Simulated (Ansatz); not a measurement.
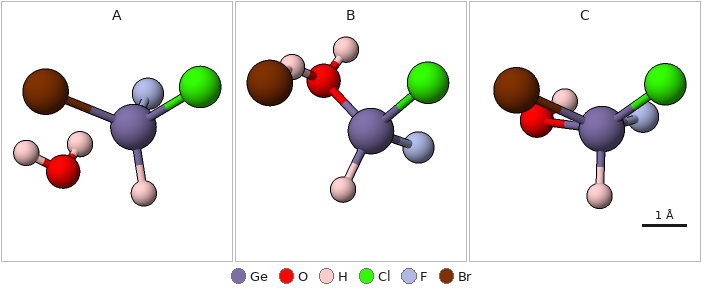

3 geometries from a converged minimum-energy path of GeH3OBrClF, shuffled. The picture is a ball-and-stick view, seen from a free direction.

Computed with RKS PBE-D4/def2-SVP in Ansatz. Settings: 7 movable images; climbing image; force threshold 0.03 eV/Å; iteration limit 60; starting path through a guess of the saddle point.

**Which frame is the top of the path?**

B. In order along the path, whose images run from 0 to 8: B (image 3, +0.34 eV), C (image 6, −0.09 eV), A (image 8, −0.43 eV). Breaking: Br–H (1.46 → 2.80 Å), Ge–O (1.79 → 2.61 Å). Forming: Br–Ge (3.99 → 2.32 Å), H–O (1.83 → 0.98 Å).
